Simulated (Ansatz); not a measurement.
# C₂H₈O₂S₂Zr (SMILES C[O][Zr]([SH])([SH])[O]C): what the fields show

The calculation's input:

```
crystal:
  periodic: [false, false, false]
  atoms:
    - {symbol: C, position_ang: [1.589698, -1.321187, 2.201671]}
    - {symbol: O, position_ang: [1.214666, -0.852385, 0.944627]}
    - {symbol: Zr, position_ang: [0.488757, -0.213485, -0.683503]}
    - {symbol: S, position_ang: [0.022891, -2.111476, -2.197249]}
    - {symbol: S, position_ang: [2.246506, 1.260285, -1.591588]}
    - {symbol: O, position_ang: [-1.138133, 0.752487, -0.515490]}
    - {symbol: C, position_ang: [-2.235050, 1.552439, -0.206495]}
    - {symbol: H, position_ang: [2.648953, -1.111803, 2.376516]}
    - {symbol: H, position_ang: [1.431409, -2.401946, 2.263218]}
    - {symbol: H, position_ang: [1.001864, -0.833797, 2.985450]}
    - {symbol: H, position_ang: [-1.172434, -1.587568, -2.525825]}
    - {symbol: H, position_ang: [1.507207, 1.557498, -2.677320]}
    - {symbol: H, position_ang: [-2.009519, 2.602446, -0.415900]}
    - {symbol: H, position_ang: [-3.098148, 1.253731, -0.809146]}
    - {symbol: H, position_ang: [-2.498655, 1.454751, 0.851034]}
basis:
  gaussian: {orbitals: def2-TZVPP}
hamiltonian: {xc: pbe0, dispersion: d4}
output: {orbitals: {seedname: orbitals}}
```

Command:

```sh
ansatz run in.yaml --threads 2 --pin off --events-out ev --progress --plain --max-ram 32768MiB --backend cuda --devices 0, --max-vram 18GiB
```

Geometry: PBE0-D4/def2-TZVP; core potentials replace the inner electrons of Zr.

Theory: RKS PBE0-D4/def2-TZVPP in Ansatz.

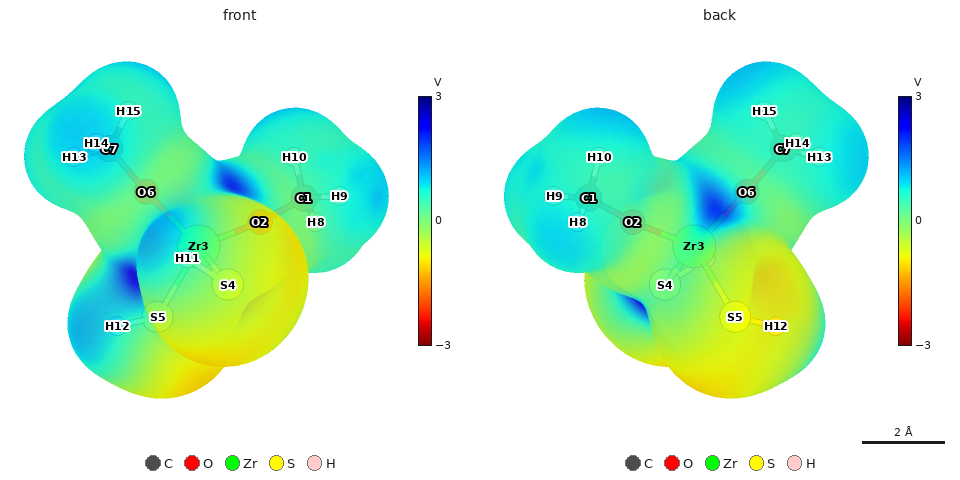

Figure 1. The electrostatic potential painted on the density surface at 0.002 e/bohr³, seen from the front and from behind; the colour scale runs from red (negative) to blue (positive).

### Which sites attract a positive test charge, and which a negative one?

A positive charge is drawn to the negative regions and a negative charge to the positive ones. The most negative region (about −1.1 V) lies over S4 and S5, the most positive (about +2.1 V) over Zr3.

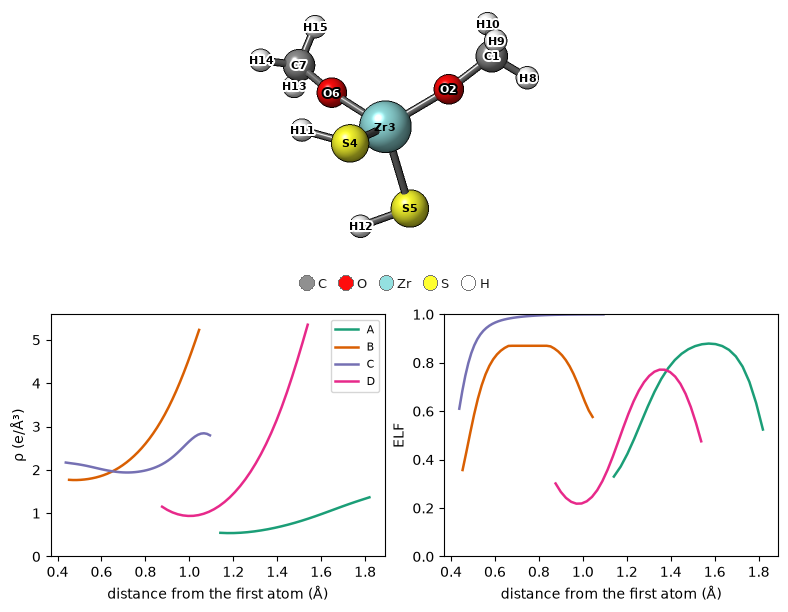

Figure 2. Electron density and electron localisation function along straight lines between neighbouring atoms. The curves leave out the atomic cores. The structure is drawn too.

### Which curve belongs to which contact (C–H, C–O, Zr–O and Zr–S)? The first atom named is at distance zero.

Curve A: Zr–S (2.47 Å): ρ at the midpoint is about 0.55 e/Å³; the ELF peaks at about 0.90 in the valence shell of S, 0.9 Å from its nucleus, and is about 0.50 at the midpoint. Curve B: C–O (1.39 Å): the density is about 2.1 e/Å³ at the midpoint, with its minimum of 1.8 e/Å³ about 0.5 Å from C; the ELF peaks at about 0.85 between the atoms, as expected for a polar covalent bond. Curve C: C–H (1.09 Å): ρ is about 2.1 e/Å³ halfway; the ELF climbs to about 1 towards the hydrogen, as it does in any bond to H: an ordinary covalent bond to hydrogen. Curve D: Zr–O (1.89 Å): ρ at the midpoint is about 0.98 e/Å³; the ELF peaks at about 0.75 in the valence shell of O, 0.5 Å from its nucleus, and drops to about 0.20 between the two atoms.

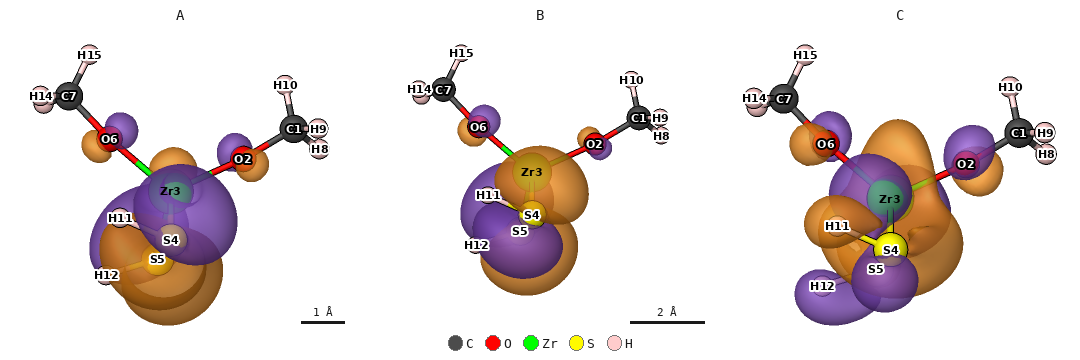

Figure 3. Three frontier orbitals at ±0.08 Å⁻³ᐟ² (orange and purple are the two phases), in no order.

### Which picture is the HOMO−1, the HOMO and the LUMO?

A is the HOMO−1 (−7.54 eV). It lies mainly on S4 (about 45 %), S5 (about 35 %) and Zr3 (about 15 %); largely a combination of lone pairs on S4 and S5. B is the HOMO (−6.97 eV). It lies mainly on S5 (about 45 %) and S4 (about 40 %); largely a combination of lone pairs on S5 and S4. C is the LUMO (−0.98 eV). Its weight (Hirshfeld) is mainly on Zr3 (about 60 %), S4 (about 10 %) and S5 (about 10 %).

### What is the HOMO–LUMO gap?

5.99 eV between the orbital energies.
